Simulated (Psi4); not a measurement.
# MoH2O4 (molybdic acid): CAM-B3LYP/def2-SVP (core potential)

What is the vertical ionisation energy of MoH2O4 (molybdic acid) at CAM-B3LYP/def2-SVP (core potential)? 

The calculation is run with Psi4 1.11.

## Step 1: Starting point

MoH2O4 has 7 atoms, charge 0, and is taken as a singlet. As SMILES, `[O]=[Mo](=[O])([OH])[OH]`. Geometry: relaxed at PBE0-D4/def2-TZVP. This is one conformer, not always the lowest.

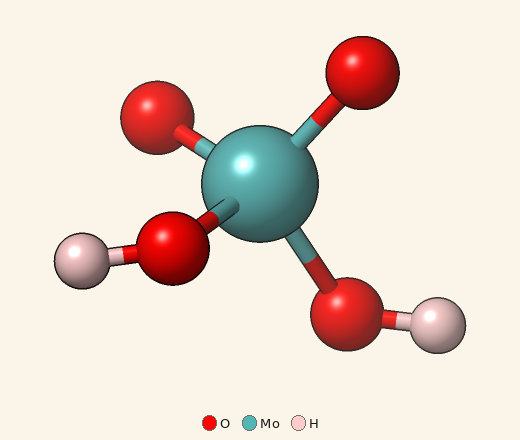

The structure, seen from a chosen angle (oxygen red, molybdenum teal, hydrogen pink).

## Step 2: Energy and forces at CAM-B3LYP/def2-SVP (core potential)

Contents of job.inp:

```
memory 2200 mb

molecule {
  O      0.052590    -1.899690    -0.237080
  Mo     0.095070    -0.287340     0.216430
  O      0.633380    -0.173900     1.799000
  O     -1.628350     0.423020     0.074620
  O      1.271080     0.657000    -0.888140
  H     -2.030050     0.970480     0.754330
  H      1.606280     0.310450    -1.719170
  symmetry c1
}

set {
  basis def2-SVP
  puream true
  e_convergence 1e-09
  d_convergence 1e-08
  scf_type pk
  dft_radial_points 99
  dft_spherical_points 590
}

energy_value, wavefunction = gradient('cam-b3lyp', return_wfn=True)
oeprop(wavefunction, 'LOWDIN_CHARGES', 'MULLIKEN_CHARGES', 'DIPOLE')
```

The run is started by

```console
$ psi4 -n 1 job.inp job.out
```

job.out:

```text
[...]
    !!!  WARNING: ECP capability is in beta. Please check occupations closely.  !!!
[...]
  Running in c1 symmetry.
[...]
  Nuclear repulsion =  226.529775144928550
[...]
  Multiplicity = 1
[...]
  Nalpha       = 24
  Nbeta        = 24
[...]
    Number of basis functions: 97
[...]
   @RKS iter   1:  -368.95751651016468   -2.87700e-01   1.67430e-02 ADIIS/DIIS
[...]
   @RKS iter  15:  -370.07260325186695   -1.34719e-11   3.90143e-09 DIIS
[...]
  @RKS Final Energy:  -370.07260325186695
   => Energetics <=
    Nuclear Repulsion Energy =            226.5297751449285499
    One-Electron Energy =                -981.8390470691858809
    Two-Electron Energy =                 416.4567327622101516
    DFT Exchange-Correlation Energy =     -31.2200640898197612
    Empirical Dispersion Energy =           0.0000000000000000
    VV10 Nonlocal Energy =                  0.0000000000000000
    Total Energy =                       -370.0726032518669513
[...]
  -Total Gradient:
     Atom            X                  Y                   Z
    ------   -----------------  -----------------  -----------------
       1       -0.000339021483    -0.003628999208    -0.000736478359
       2       -0.000873779781     0.002652204652    -0.002007763042
       3        0.001508644810     0.000096881491     0.003406099456
       4       -0.005075326548     0.003526916985     0.002553887774
       5        0.003778857721     0.000382396860    -0.005505834713
       6        0.004092505257    -0.003816534493    -0.003491056673
       7       -0.003092401295     0.000789046789     0.005779912451
[...]
 Multipole Moments:
 ------------------------------------------------------------------------------------
     Multipole            Electronic (a.u.)      Nuclear  (a.u.)        Total (a.u.)
 ------------------------------------------------------------------------------------
 L = 1.  Multiply by 2.5417464519 to convert [e a0] to [Debye]
 Dipole X            :          0.8832589           -1.1409003           -0.2576414
 Dipole Y            :         -2.6689040            3.4477678            0.7788638
 Dipole Z            :          2.0100885           -2.5967996           -0.5867111
 Magnitude           :                                                    1.0085821
[...]
  Mulliken Charges: (a.u.)
   Center  Symbol    Alpha    Beta     Spin     Total
       1     O     4.17474  4.17474  0.00000 -0.34947
       2    MO     6.45079  6.45079  0.00000  1.09843
       3     O     4.17474  4.17474  0.00000 -0.34947
       4     O     4.21700  4.21700  0.00000 -0.43400
       5     O     4.21700  4.21700  0.00000 -0.43399
       6     H     0.38287  0.38287  0.00000  0.23426
       7     H     0.38287  0.38287  0.00000  0.23425
   Total alpha = 24.00000, Total beta = 24.00000, Total charge = -0.00000
  Lowdin Charges: (a.u.)
[...]
```

Wall time 22 s (1 thread of Intel Xeon 6975P-C (Granite Rapids), shared host); peak memory 1.3 GiB.

## Step 3: The doublet cation: the energy at UCAM-B3LYP/def2-SVP (core potential)

Contents of h2moo4.json:

```json
{
 "schema_name": "qcschema_input",
 "schema_version": 1,
 "molecule": {
  "schema_name": "qcschema_molecule",
  "schema_version": 2,
  "symbols": ["O", "Mo", "O", "O", "O", "H", "H"],
  "geometry": [0.0993807, -3.58989382, -0.44801627, 0.17965626, -0.5429939, 0.40899343, 1.19691473, -0.32862337, 3.3996173, -3.07713554, 0.79939195, 0.14101136, 2.40199308, 1.24155006, -1.67834136, -3.83623852, 1.83394141, 1.42547711, 3.03542928, 0.58666548, -3.24876046],
  "molecular_charge": 1,
  "molecular_multiplicity": 2,
  "fix_symmetry": "c1",
  "fix_com": true,
  "fix_orientation": true
 },
 "driver": "energy",
 "model": {
  "method": "cam-b3lyp",
  "basis": "def2-SVP"
 },
 "keywords": {
  "reference": "uks",
  "puream": true,
  "e_convergence": 1e-09,
  "d_convergence": 1e-08,
  "scf_type": "pk",
  "dft_radial_points": 99,
  "dft_spherical_points": 590,
  "maxiter": 100,
  "scf_properties": ["MAYER_INDICES", "MULLIKEN_CHARGES", "WIBERG_LOWDIN_INDICES"]
 }
}
```

The run is started by

```console
$ psi4 --qcschema h2moo4.json -n 1 --memory 2200MB
```

stdout (excerpt; [...] marks lines left out):

```text
[...]
    !!!  WARNING: ECP capability is in beta. Please check occupations closely.  !!!
[...]
  Running in c1 symmetry.
[...]
  Nuclear repulsion =  226.529775216206161
[...]
  Multiplicity = 2
[...]
  Nalpha       = 24
  Nbeta        = 23
[...]
    Number of basis functions: 97
[...]
   @UKS iter   1:  -368.72093266567197    4.25319e-02   1.45683e-02 ADIIS/DIIS
[...]
   @UKS iter  27:  -369.65263444170728   -7.27596e-12   9.67397e-09 DIIS
[...]
   @S^2 Observed:                8.187387237E-01
[...]
  @UKS Final Energy:  -369.65263444170728
   => Energetics <=
    Nuclear Repulsion Energy =            226.5297752162061613
    One-Electron Energy =                -969.2431807797104284
    Two-Electron Energy =                 404.0290383667986021
    DFT Exchange-Correlation Energy =     -30.9682672450016163
    Empirical Dispersion Energy =           0.0000000000000000
    VV10 Nonlocal Energy =                  0.0000000000000000
    Total Energy =                       -369.6526344417072778
[...]
 Multipole Moments:
 ------------------------------------------------------------------------------------
     Multipole            Electronic (a.u.)      Nuclear  (a.u.)        Total (a.u.)
 ------------------------------------------------------------------------------------
 L = 1.  Multiply by 2.5417464519 to convert [e a0] to [Debye]
 Dipole X            :         -6.6188503            6.6836022            0.0647519
 Dipole Y            :         20.0062680          -20.2019092           -0.1956411
 Dipole Z            :        -15.0694373           15.2167929            0.1473556
 Magnitude           :                                                    0.2533416
[...]
  Mulliken Charges: (a.u.)
   Center  Symbol    Alpha    Beta     Spin     Total
       1     O     4.38675  3.71167  0.67508 -0.09842
       2    MO     6.17816  6.50144 -0.32328  1.32039
       3     O     4.38677  3.71166  0.67511 -0.09842
       4     O     4.16603  4.17894 -0.01290 -0.34497
       5     O     4.16603  4.17894 -0.01291 -0.34497
       6     H     0.35813  0.35868 -0.00055  0.28320
       7     H     0.35813  0.35868 -0.00055  0.28319
   Total alpha = 24.00000, Total beta = 23.00000, Total charge =  1.00000
  Mayer Bond Indices:
[...]
```

The result, in JSON:

```text
{
 "driver": "energy",
 "model": {
  "method": "cam-b3lyp",
  "basis": "def2-SVP"
 },
 "success": true,
 "return_result": -369.6526344417073,
 "properties": {
  "calcinfo_nbasis": 97,
  "calcinfo_nmo": 97,
  "calcinfo_nalpha": 24,
  "calcinfo_nbeta": 23,
  "calcinfo_natom": 7,
  "nuclear_repulsion_energy": 226.52977521620616,
  "return_energy": -369.6526344417073,
  "scf_one_electron_energy": -969.2431807797104,
  "scf_two_electron_energy": 404.0290383667986,
  "scf_xc_energy": -30.968267245001616,
  "scf_dipole_moment": [0.06475188272880583, -0.19564114158201207, 0.14735562043829376],
  "scf_total_energy": -369.6526344417073,
  "scf_iterations": 27
 }
}
```

Run time: 35 s. Hardware: 1 thread of Intel Xeon 6975P-C (Granite Rapids), shared host; peak memory 1.3 GiB.

## Step 4: Outcome

Level: CAM-B3LYP/def2-SVP (core potential).

```
                                          quantity          value
                      singlet MoH2O4: total energy  -370.07260 Eh
                     singlet MoH2O4: dipole moment         2.56 D
                       singlet MoH2O4: HOMO energy      -10.54 eV
                       singlet MoH2O4: LUMO energy       -0.99 eV
                     singlet MoH2O4: HOMO–LUMO gap        9.55 eV
          singlet MoH2O4: largest force on an atom     0.344 eV/Å
                      doublet cation: total energy  -369.65263 Eh
doublet cation: HOMO energy (highest over α and β)      -17.30 eV
 doublet cation: LUMO energy (lowest over α and β)      -12.29 eV
                              doublet cation: ⟨S²⟩          0.819
vertical ionisation energy (to the doublet cation)      11.428 eV
```

Removing an electron at fixed nuclei costs 11.43 eV (1103 kJ/mol). The largest force (singlet MoH2O4) is 0.34 eV/Å: the shape isn't a stationary point for this species at this level. The negative HOMO energy of the first species, 10.54 eV, lies 0.89 eV below that difference. Mulliken charges (doublet cation) run from -0.34 on O4 to +1.32 on Mo2; they depend strongly on the basis.
